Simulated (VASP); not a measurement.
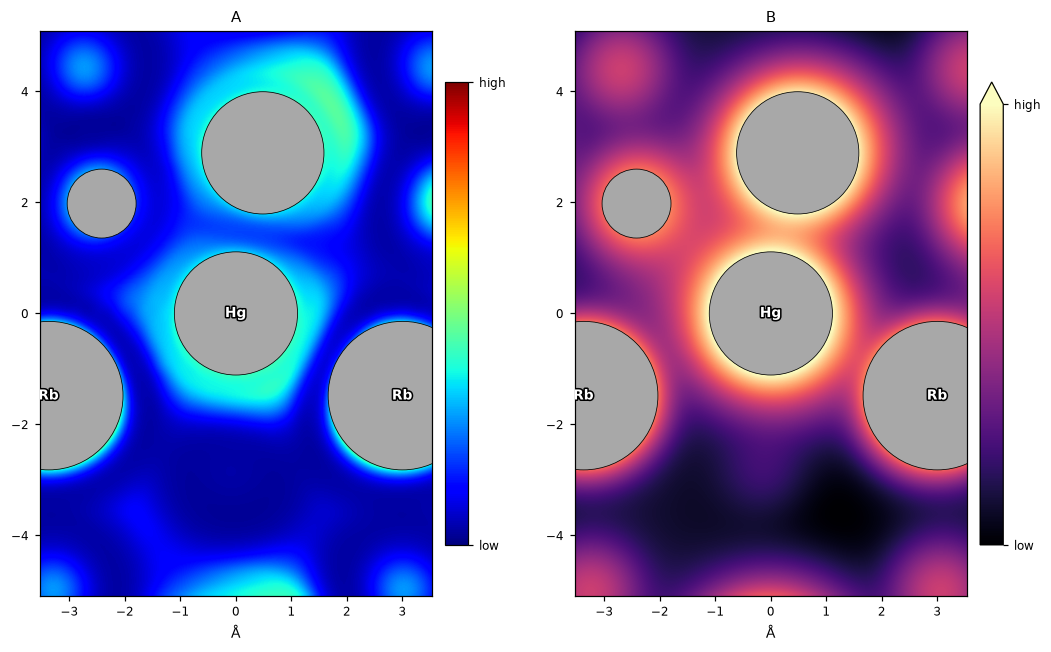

Rb4Hg2Ge (amorphous cell): 2 fields on the (110) plane of the calculation cell, with unlabelled colour scales. Grey discs cover the atomic cores.

Not relaxed (largest force 0.7 eV/Å).

These are results of Kohn-Sham DFT of a periodic cell, PBEsol, VASP PAW PBE potentials, recommended in VASP, not measurements.

### Which field does each panel show? The fields are: electron localisation function and valence pseudo-density.

Panel A: electron localisation function. Panel B: valence pseudo-density. From the grid: Rb–Hg (3.35 Å): ρ at the midpoint is about 0.11 e/Å³; the ELF is about 0.15 at the midpoint: no localised pair shows between them.
